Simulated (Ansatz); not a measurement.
# H on Mg(0001), bridge start, 2x2 cell: work function, bands and core levels, part 4 of 5

Wanted: core-level shifts and unfolded surface bands for H on Mg(0001), bridge start, 2x2 cell.

Ansatz 0.2.0; DFT, PBE, plane-wave PAW, default files, scalar-relativistic.

So far, work function, upper face (eV): step 2 (the clean face) 3.76; step 3 (relaxation) 3.59.

### 4. Layer-resolved bands, DOS and potential (continued)

Regions along c: top from 14.0 to 20.2 Å, middle from 9.9 to 14.0 Å, bottom from 3.5 to 9.9 Å.

States with weight above 0.08 nearest the zero at K of the zone, within the window kept, -6.9 to 3.4 eV (levels that the program groups as degenerate share a row):

```csv
E (eV),"weight, total","weight, top","weight, middle","weight, bottom"
-0.72,0.39,0.27,0.10,0.01
-0.29,1.00,0.13,0.54,0.33
-0.28,1.00,0.12,0.72,0.16
-0.17,0.88,0.02,0.47,0.38
0.30,1.00,0.61,0.21,0.17
0.40,0.97,0.07,0.14,0.76
0.45,0.47,0.13,0.11,0.22
1.05,0.77,0.10,0.33,0.34
2.11,0.99,0.48,0.39,0.11
2.20,1.00,0.10,0.39,0.51
```

States with weight above 0.08 nearest the zero at Γ of the zone, within the window kept, -6.9 to 3.4 eV (levels that the program groups as degenerate share a row):

| E (eV) | weight, total | weight, top | weight, middle | weight, bottom |
| --- | --- | --- | --- | --- |
| -3.58 | 0.87 | 0.17 | 0.36 | 0.32 |
| -2.08 | 0.42 | 0.09 | 0.11 | 0.22 |
| -1.66 | 0.22 | 0.04 | 0.06 | 0.12 |
| -1.11 | 0.40 | 0.12 | 0.10 | 0.17 |
| -1.07 | 0.11 | 0.03 | 0.03 | 0.04 |
| -0.20 | 0.18 | 0.07 | 0.05 | 0.06 |
| 0.97 | 0.71 | 0.20 | 0.21 | 0.29 |
| 1.43 | 0.30 | 0.17 | 0.05 | 0.08 |
| 2.70 | 0.99 | 0.38 | 0.12 | 0.34 |
| 3.18 | 0.16 | 0.07 | 0.01 | 0.05 |

States with weight above 0.08 nearest the zero at M of the zone, within the window kept, -6.9 to 3.4 eV (levels that the program groups as degenerate share a row):

```csv
E (eV),"weight, total","weight, top","weight, middle","weight, bottom"
-1.79,0.53,0.07,0.32,0.14
-1.71,0.49,0.01,0.29,0.19
-1.16,0.49,0.24,0.11,0.14
-1.09,0.54,0.09,0.10,0.34
-1.06,0.45,0.10,0.09,0.25
-0.65,0.50,0.12,0.20,0.18
0.21,0.51,0.22,0.17,0.11
0.30,0.55,0.11,0.20,0.24
0.36,0.44,0.11,0.16,0.17
1.06,0.50,0.09,0.22,0.18
```

The largest force component on a free atom is 0.007 eV/Å, so the atoms are at rest for these settings too. At the Fermi level the DOS is 7.11 states/eV a cell.

### 5. Core levels by total-energy differences

XPS shifts tell sites apart. Each chosen atom gets a core hole in a self-consistent pass of its own.

File input.yaml:

```yaml
crystal:
  lattice:
    - [6.38, 0.0, 0.0]
    - [3.19, 5.5252420761, 0.0]
    - [0.0, 0.0, 23.935]
  atoms:
    - { symbol: H, position: [0.1637747339, 0.1569989607, 0.6754721475] }
    - { symbol: H, position: [0.6637275745, 0.6570798186, 0.675468735] }
    - { symbol: Mg, position: [0.0019169699, -0.0045391704, 0.6371241976] }
    - { symbol: Mg_h, position: [0.5003217034, -0.0055343291, 0.6416508972] }
    - { symbol: Mg_h, position: [0.0003196602, 0.4944734211, 0.6416274824] }
    - { symbol: Mg, position: [0.5019168049, 0.4954094678, 0.6371387639] }
    - { symbol: Mg, position: [0.8360142393, 0.3325807929, 0.5302592826] }
    - { symbol: Mg, position: [0.3331397412, 0.3304433704, 0.5298196429] }
    - { symbol: Mg, position: [0.8331484429, 0.8304271589, 0.5298154997] }
    - { symbol: Mg, position: [0.3360357678, 0.8325903902, 0.5302697331] }
    - { symbol: Mg_h, position: [0.0, 0.0, 0.421767286] }
    - { symbol: Mg, position: [0.5, 0.0, 0.421767286] }
    - { symbol: Mg, position: [0.0, 0.5, 0.421767286] }
    - { symbol: Mg, position: [0.5, 0.5, 0.421767286] }
    - { symbol: Mg, position: [0.833333333, 0.333333333, 0.313348653] }
    - { symbol: Mg, position: [0.333333333, 0.333333333, 0.313348653] }
    - { symbol: Mg, position: [0.833333333, 0.833333333, 0.313348653] }
    - { symbol: Mg, position: [0.333333333, 0.833333333, 0.313348653] }
kpoints:
  mp_grid: { grid: [6, 6, 1] }
scf:
  occupations: { method: fermi_dirac, width: 0.05 }
  n_extra_bands: 14
hamiltonian:
  xc: pbe
  pseudopotentials: { kind: paw }
output:
  forces: true
  write_potential: true
  volumetric_format: []
  core_levels:
    shells: { Mg_h: "2p" }
    counted_from: fermi_level
    add_spin: false
efield:
  axis: 3
  dipole_correction: true
```

Run with:

```sh
$ ansatz run input.yaml --threads 8 --pin off --max-ram 20480MiB --backend cpu --events-out ev --progress --plain --runs-dir out
```

Numbers of over 12 decimals in the logs are rounded to 6 here.

The log of the run:

```text
[...]
Crystal: 18 atoms, lattice volume = 843.734 Å³
Basis set: ecut = 420 eV, 16579 PW (Γ), exchange–correlation on 90×90×320 points (8 copies of the dense FFT grid, shifted against one another)
Bands: 95, of which v1, the nominal top of the filled ones, is band 81 counted from 1 (80 counted from 0)
Symmetry: 1 space group operations
[...]
k-points: 20 of 36 (time reversal used)
[...]
SCF iter   1: F=—  HF=-30810.351502 eV  |F-HF|=—  |Δ(HF+E_count)|=         —  Δρ=1.69e-3  dr2=9.54e-1  ethr=1.77e-3  p=0.112 e·Å  D=2.40e-2 V/Å  ΔV_dip=-0.58 eV  dr2_dipole=6.07e-1  V_vac-E_F(+/−)=3.35/3.92 eV  ⟨swp⟩=13.6  Hψ=9776  notcnv=0  defer=17
[...]
SCF iter   6: F=-30810.313866 eV  HF=-30810.313866 eV  |F-HF|=2.45e-9  |Δ(HF+E_count)|=   4.74e-7  Δρ=1.61e-6  dr2=6.63e-8  ethr=6.17e-11  p=0.031 e·Å  D=6.59e-3 V/Å  ΔV_dip=-0.16 eV  dr2_dipole=7.14e-11  V_vac-E_F(+/−)=3.59/3.75 eV  ⟨swp⟩=28.4  Hψ=16260  notcnv=0
SCF 1 converged in 6 iterations: F = -30810.313866 eV  dr2 = 6.63e-8
[...]
── core hole 1/3: 2p of Mg_h 3 ──
── 2p of Mg_h 3: 50.221 eV over the cell without the hole, in 8 iterations ──
── core hole 2/3: 2p of Mg_h 4 ──
── 2p of Mg_h 4: 50.221 eV over the cell without the hole, in 8 iterations ──
── core hole 3/3: 2p of Mg_h 10 ──
── 2p of Mg_h 10: 49.799 eV over the cell without the hole, in 8 iterations ──
SCF converged after 6 iterations
Free energy (F): -30810.313866 eV
[...]
Internal energy: -30810.256172 eV  (E = F + TS)
E sigma→0 (E₀):  -30810.285019 eV
Entropy (-TS):   -0.057695 eV (-3.205 meV/atom)
Fermi energy:    0.472816 eV
Dipole field:    D = 0.006601 V/Å  (p = 0.030777 e·Å, saw-weighted, corrected)
Work function:   Φ+ = 3.5945 eV   Φ− = 3.7524 eV
[...]
--- Forces (eV/Å), atoms counted from 1 ---
  atom   1  H        0.00060752     0.00641710    -0.00213773
  atom   2  H        0.00080974     0.00511819    -0.00198856
  atom   3  Mg      -0.00293060     0.00393398    -0.00253310
  atom   4  Mg_h     0.00053896    -0.00245781     0.00555765
  atom   5  Mg_h     0.00007142    -0.00280952     0.00659329
  atom   6  Mg      -0.00228133     0.00474675    -0.00295009
  atom   7  Mg      -0.00038408     0.00112720    -0.00274778
  atom   8  Mg       0.00202447     0.00113479     0.00075806
  atom   9  Mg       0.00196389     0.00156781     0.00092469
  atom  10  Mg      -0.00061918     0.00090132    -0.00330932
  atom  11  Mg_h     0.01354670     0.00286407     0.06270518
  atom  12  Mg      -0.00822405    -0.00890336     0.02747577
  atom  13  Mg      -0.00815006    -0.00894765     0.02738430
  atom  14  Mg       0.01340596     0.00303586     0.06272672
  atom  15  Mg       0.01512628     0.00849368    -0.04925580
  atom  16  Mg      -0.02030297    -0.01233957    -0.03999480
  atom  17  Mg      -0.02029875    -0.01235155    -0.03999847
  atom  18  Mg       0.01512246     0.00848397    -0.04922344
  max |Σ_I F_I| component: 2.64e-5 eV/Å
--- Band table (eV; the first three rows and the last of 20) ---
  k-point 0: bands = [... 77 lower, -0.6366, -0.6147, -0.6001, -0.5889, -0.1806, 0.2691, 0.6873, 0.7727, ... 10 higher]
  k-point 1: bands = [... 77 lower, -0.4553, -0.3787, -0.2639, 0.0140, 0.2893, 0.3690, 0.7115, 1.1458, ... 10 higher]
  k-point 2: bands = [... 77 lower, -0.3337, -0.2484, 0.3876, 0.4860, 0.7496, 1.0208, 1.4754, 1.5606, ... 10 higher]
  k-point 19: bands = [... 77 lower, -0.5656, 0.0728, 0.1575, 0.5937, 1.0077, 1.5498, 2.0850, 2.1529, ... 10 higher]
--- Core levels from the Fermi level (as output.core_levels.counted_from types it; a hole's nearest image at 6.4 Å) ---
  the holes have no spin, as output.core_levels.add_spin types it
  atom         alike  shell      binding/eV   shift/eV difference/eV images/eV   SCF
  Mg_h 3           1     2p          50.221     +0.000        50.221         –     8
  Mg_h 4           1     2p          50.221     +0.000        50.221         –     8
  Mg_h 10          1     2p          49.799     -0.422        49.799         –     8
  the dataset of Mg_h with a 2p hole: scattering error 0.005 eV (0.000 eV in the local channel); free atom: scalar-relativistic, large and small components
  the two lines of Mg_h's 2p: 2p1/2 +0.179 eV and 2p3/2 -0.090 eV off its levels, 1 : 2 in strength
```

Elapsed: 41 s, on 8 threads of Intel Xeon 6975P-C (Granite Rapids), shared host; peak memory 3.6 GiB.

Each level is the free energy with the hole less that without it. The electron goes to the Fermi level, so the difference is a binding energy from E_F. The hole's nearest image is 6.4 Å away, and the holes carry no spin, so absolute levels are rough.

```csv
atom,region,shell,level (eV),shift (eV),"potential at nucleus, shift (V)",j lines (eV),doubts
Mg4,layer 1,2p,50.22,+0.42,+0.52,50.40 / 50.13,-
Mg5,layer 1,2p,50.22,+0.42,+0.53,50.40 / 50.13,-
Mg11,layer 3,2p,49.80,+0.00,+0.00,49.98 / 49.71,-
```

Levels of p, d and f shells are means over their two j lines, weighted by degeneracy; the splitting comes from the atom's own solve. Shifts count from the last listed atom of each element. A higher potential at the nucleus binds core electrons more tightly, so that column is a rough initial-state shift.

The Mg 2p lines of the listed atoms alone (other atoms of the cell aren't counted), as Gaussians 0.8 eV wide, no depth weighting. Intensity against Mg 2p level; read off at these points:

```
Mg 2p level (eV)  intensity (%)
          48.250        0.00275
          48.500         0.0502
          48.750          0.542
          49.000           3.53
          49.250           14.3
          49.500           38.3
          49.750           71.6
          50.000           97.1
          50.109          100.0
          50.250           94.0
          50.500           62.7
          50.750           27.9
          51.000           8.03
          51.250           1.46
          51.500          0.162
          51.750         0.0109
```

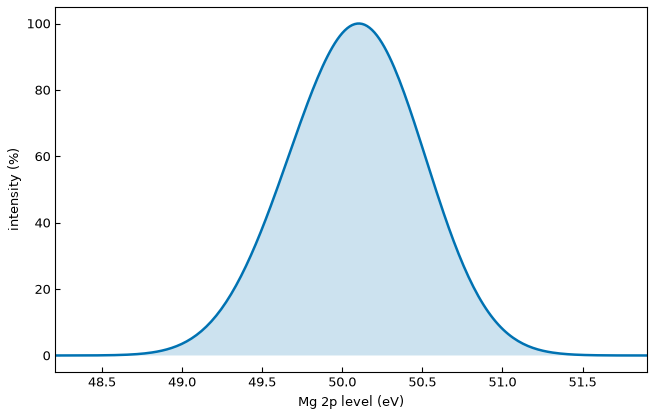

Intensity, plotted against Mg 2p level.

### 6. Density and potential on the grid

The density, the localisation function and the potential are written on the grid, to look at the bonding.

Edit input.yaml of step 5 so:

```diff
@@ -9,4 +9,4 @@
     - { symbol: Mg, position: [0.0019169699, -0.0045391704, 0.6371241976] }
-    - { symbol: Mg_h, position: [0.5003217034, -0.0055343291, 0.6416508972] }
-    - { symbol: Mg_h, position: [0.0003196602, 0.4944734211, 0.6416274824] }
+    - { symbol: Mg, position: [0.5003217034, -0.0055343291, 0.6416508972] }
+    - { symbol: Mg, position: [0.0003196602, 0.4944734211, 0.6416274824] }
     - { symbol: Mg, position: [0.5019168049, 0.4954094678, 0.6371387639] }
@@ -16,3 +16,3 @@
     - { symbol: Mg, position: [0.3360357678, 0.8325903902, 0.5302697331] }
-    - { symbol: Mg_h, position: [0.0, 0.0, 0.421767286] }
+    - { symbol: Mg, position: [0.0, 0.0, 0.421767286] }
     - { symbol: Mg, position: [0.5, 0.0, 0.421767286] }
@@ -34,8 +34,6 @@
   forces: true
+  write_density: true
   write_potential: true
-  volumetric_format: []
-  core_levels:
-    shells: { Mg_h: "2p" }
-    counted_from: fermi_level
-    add_spin: false
+  elf: true
+  volumetric_format: npy
 efield:
```

The log of the run:

```text
[...]
Crystal: 18 atoms, lattice volume = 843.734 Å³
Basis set: ecut = 420 eV, 16579 PW (Γ), exchange–correlation on 90×90×320 points (8 copies of the dense FFT grid, shifted against one another)
Bands: 95, of which v1, the nominal top of the filled ones, is band 81 counted from 1 (80 counted from 0)
Symmetry: 1 space group operations
[...]
k-points: 20 of 36 (time reversal used)
[...]
SCF iter   1: F=—  HF=-30810.351502 eV  |F-HF|=—  |Δ(HF+E_count)|=         —  Δρ=1.69e-3  dr2=9.54e-1  ethr=1.77e-3  p=0.112 e·Å  D=2.40e-2 V/Å  ΔV_dip=-0.58 eV  dr2_dipole=6.07e-1  V_vac-E_F(+/−)=3.35/3.92 eV  ⟨swp⟩=13.6  Hψ=9776  notcnv=0  defer=17
[...]
SCF iter   6: F=-30810.313866 eV  HF=-30810.313866 eV  |F-HF|=2.45e-9  |Δ(HF+E_count)|=   4.74e-7  Δρ=1.61e-6  dr2=6.63e-8  ethr=6.17e-11  p=0.031 e·Å  D=6.59e-3 V/Å  ΔV_dip=-0.16 eV  dr2_dipole=7.14e-11  V_vac-E_F(+/−)=3.59/3.75 eV  ⟨swp⟩=28.4  Hψ=16260  notcnv=0
SCF 1 converged in 6 iterations: F = -30810.313866 eV  dr2 = 6.63e-8
[...]
SCF converged after 6 iterations
Free energy (F): -30810.313866 eV
[...]
Internal energy: -30810.256172 eV  (E = F + TS)
E sigma→0 (E₀):  -30810.285019 eV
Entropy (-TS):   -0.057695 eV (-3.205 meV/atom)
Fermi energy:    0.472816 eV
Dipole field:    D = 0.006601 V/Å  (p = 0.030777 e·Å, saw-weighted, corrected)
Work function:   Φ+ = 3.5945 eV   Φ− = 3.7524 eV
[...]
--- Forces (eV/Å), atoms counted from 1 ---
  atom   1  H      0.00060752     0.00641710    -0.00213773
  atom   2  H      0.00080974     0.00511819    -0.00198856
  atom   3  Mg    -0.00293060     0.00393398    -0.00253310
  atom   4  Mg     0.00053896    -0.00245781     0.00555765
  atom   5  Mg     0.00007142    -0.00280952     0.00659329
  atom   6  Mg    -0.00228133     0.00474675    -0.00295009
  atom   7  Mg    -0.00038408     0.00112720    -0.00274778
  atom   8  Mg     0.00202447     0.00113479     0.00075806
  atom   9  Mg     0.00196389     0.00156781     0.00092469
  atom  10  Mg    -0.00061918     0.00090132    -0.00330932
  atom  11  Mg     0.01354670     0.00286407     0.06270518
  atom  12  Mg    -0.00822405    -0.00890336     0.02747577
  atom  13  Mg    -0.00815006    -0.00894765     0.02738430
  atom  14  Mg     0.01340596     0.00303586     0.06272672
  atom  15  Mg     0.01512628     0.00849368    -0.04925580
  atom  16  Mg    -0.02030297    -0.01233957    -0.03999480
  atom  17  Mg    -0.02029875    -0.01235155    -0.03999847
  atom  18  Mg     0.01512246     0.00848397    -0.04922344
  max |Σ_I F_I| component: 2.64e-5 eV/Å
--- Band table (eV; the first three rows and the last of 20) ---
  k-point 0: bands = [... 77 lower, -0.6366, -0.6147, -0.6001, -0.5889, -0.1806, 0.2691, 0.6873, 0.7727, ... 10 higher]
  k-point 1: bands = [... 77 lower, -0.4553, -0.3787, -0.2639, 0.0140, 0.2893, 0.3690, 0.7115, 1.1458, ... 10 higher]
  k-point 2: bands = [... 77 lower, -0.3337, -0.2484, 0.3876, 0.4860, 0.7496, 1.0208, 1.4754, 1.5606, ... 10 higher]
  k-point 19: bands = [... 77 lower, -0.5656, 0.0728, 0.1575, 0.5937, 1.0077, 1.5498, 2.0850, 2.1529, ... 10 higher]
```

Run time: 11 s. Hardware: 8 threads; peak memory 3.4 GiB; 81 s of CPU time.

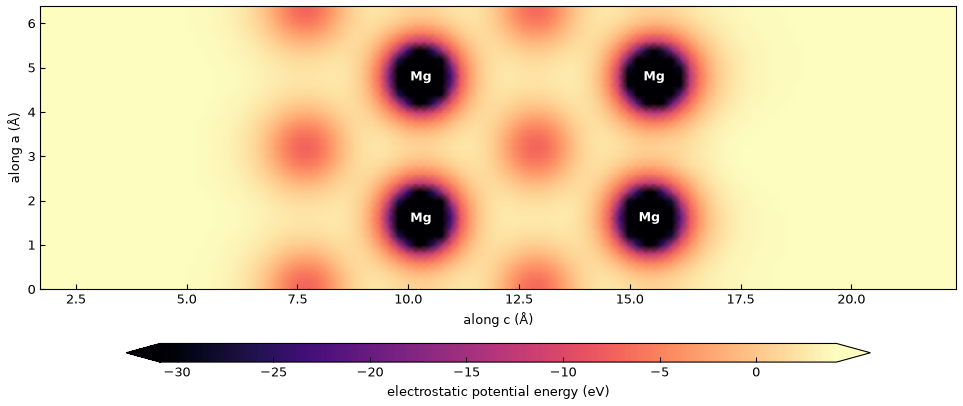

Electrostatic potential energy in the ca plane at fractional y = 0.000, with atoms of Mg within 0.2 Å of it. With pseudopotentials it is smooth inside the atoms' cores, unlike the true potential. The map starts off the cell's origin, so that atoms lie inside it. The far vacuum is left out of the map.

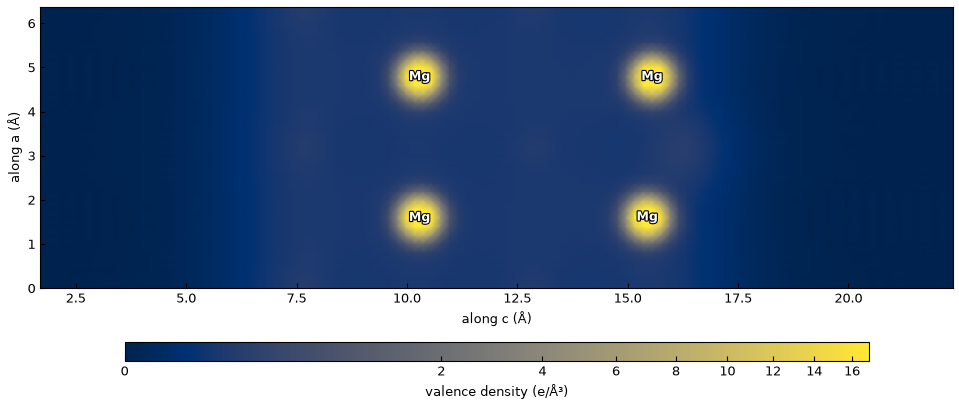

Valence density in the ca plane at fractional y = 0.000, with atoms of Mg within 0.2 Å of it. It is the smooth field of the valence electrons, not physical close to the nuclei. The map starts off the cell's origin, so that atoms lie inside it. The colour scale is stretched toward low values. The far vacuum is left out of the map.

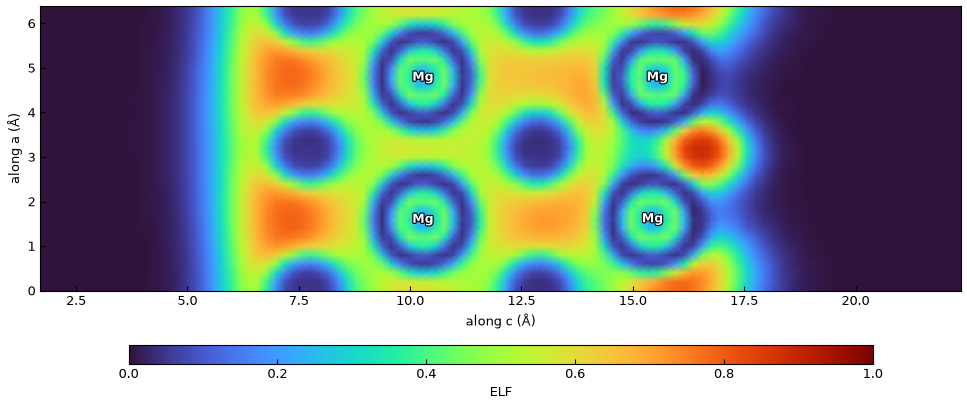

ELF in the ca plane at fractional y = 0.000, with atoms of Mg within 0.2 Å of it. It is the smooth field of the valence electrons, not physical close to the nuclei. The map starts off the cell's origin, so that atoms lie inside it. The far vacuum is left out of the map.

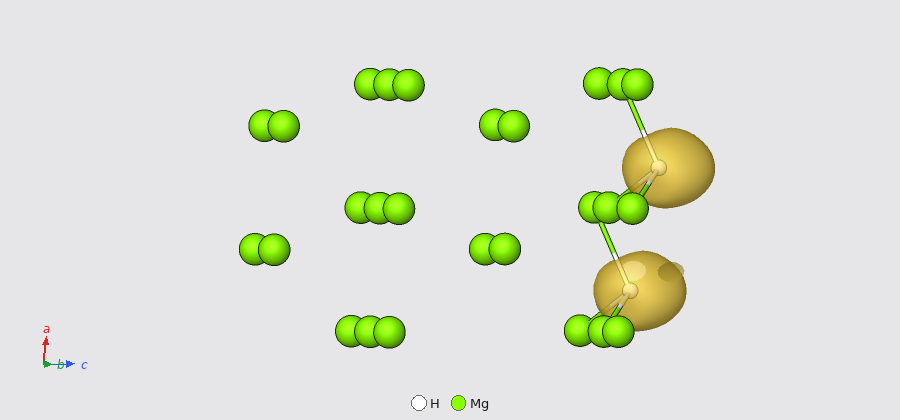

Surface of ELF = 0.85. Bonds to atoms that aren't drawn are left out.

[end of part 4 of 5]

[Logs are printed without paths, hosts, clocks, repeated set-up lines and the standing remarks that a program may print on its own settings, such as how far it seeks lower states.]

[Hosts, paths, dates, database ids (printed as entryN), source tags and the programs' standing remarks are cut or masked in the printed files.]

[Maps of the electrostatic potential energy from Ansatz leave out the sawtooth potential of an applied field or a dipole correction, so their vacuum need not be flat; work functions include it.]
